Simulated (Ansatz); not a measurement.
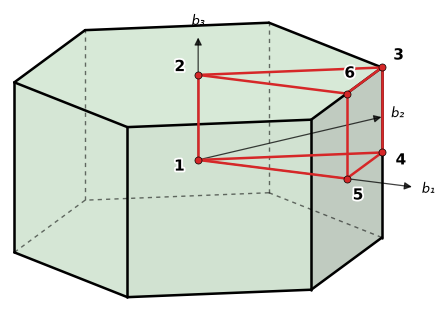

Crystal: Lu, the input geometry of an electronic-structure calculation (not necessarily at equilibrium). The first Brillouin zone of a primitive hexagonal lattice (hP; extended symbol hP2) is drawn with its special points numbered. Geometry calculated from the standardised cell; symmetry tolerance 0.002 Å.

a = 3.505 Å, b = 3.505 Å, c = 5.462 Å, α = 90.00°, β = 90.00°, γ = 120.00°.

Labels and path follow the convention of Hinuma et al. (2017), as computed by seekpath; the arrows show the directions of the reciprocal primitive vectors b₁, b₂, b₃, in which coordinates are given.

**Give the label and coordinates of each numbered point.**

```tsv
no.	label	coordinates
1	Γ	(0, 0, 0)
2	A	(0, 0, 1/2)
3	H	(1/3, 1/3, 1/2)
4	K	(1/3, 1/3, 0)
5	M	(1/2, 0, 0)
6	L	(1/2, 0, 1/2)
```
